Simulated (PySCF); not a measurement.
Vertical excitations of a molecule C₃H₉NSi from PySCF 2.14.0 with TDDFT-PBE/def2-SVPD, as energy in eV (oscillator strength): 4.49 (0.069), 5.58 (0.003), 6.02 (0.011), 6.13 (0.008), 6.21 (0.026), 6.41 (0.273), 6.44 (0.096), 6.48 (0.005), 6.65 (0.012), 6.67 (0.029). Lowest triplet (TDA): 3.94 eV. The structure is a stationary point at B3LYP-D3(BJ)/def2-SVP. Other conformers were not sampled.

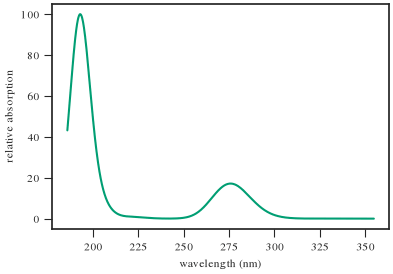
Figure: The lines broadened by 0.4 eV.

Question: Identify the compound among the candidates.
A) NC/C=C/[SiH3]
B) C/N=C(/C)[SiH3]
C) N[SiH2]C1CC1
D) C=C[C@H](N)[SiH3]

Answer: A, NC/C=C/[SiH3]
